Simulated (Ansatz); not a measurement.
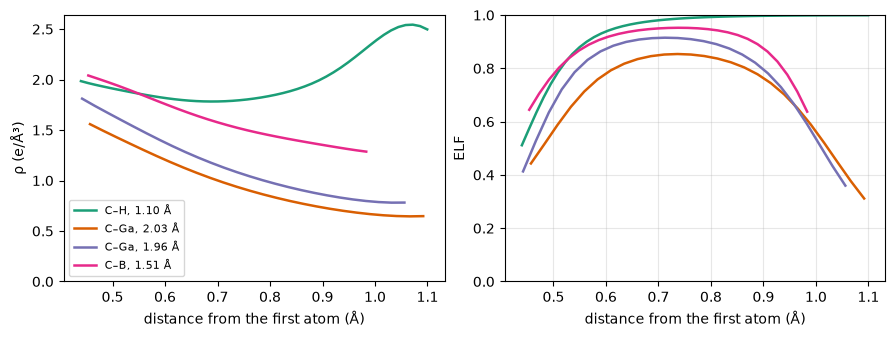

The picture shows: C3H10BGa (SMILES B[CH2][Ga]([CH3])[CH3]). Total electron density and ELF along straight lines between neighbouring atoms. The curves leave out the atomic cores.

Geometry: PBE0-D3(BJ)/def2-SVP.

These are results of isolated molecule in a Gaussian basis; Kohn-Sham density functional theory, functional PBE0 in Ansatz, not measurements.

```xyz
15

C    -2.4329    0.3469    0.5107
C    -0.7330    1.2897   -2.2828
C     0.2355   -1.5390   -0.4549
B    -1.7196    1.2085    1.5291
Ga   -0.8981    0.0320   -0.7823
H    -1.6515    2.4133    1.3894
H    -1.1047    0.7081    2.4494
H    -2.7060   -0.6749    0.8144
H    -3.1903    0.8319   -0.1232
H    -0.4973    2.2935   -1.8915
H    -1.6913    1.3767   -2.8200
H     0.0479    1.0017   -3.0013
H     0.8243   -1.3725    0.4628
H     0.9307   -1.7469   -1.2809
H    -0.3814   -2.4343   -0.2768
```

Q: What can be read from the curves?

A: C–H (1.10 Å): the density is about 1.9 e/Å³ at the midpoint; the ELF climbs to about 1 towards the hydrogen, as it does in any bond to H (a covalent bond by its length).
C–Ga (2.03 Å): the density is about 0.66 e/Å³ at the midpoint; the ELF peaks at about 0.85 in the valence shell of C, 0.7 Å from its nucleus, and is about 0.50 at the midpoint.
C–Ga (1.96 Å): ρ at the midpoint is about 0.8 e/Å³; the ELF peaks at about 0.90 in the valence shell of C, 0.7 Å from its nucleus, and is about 0.60 at the midpoint.
C–B (1.51 Å): ρ is about 1.5 e/Å³ halfway; the ELF peaks at about 0.95 between the atoms, as expected for a covalent bond.
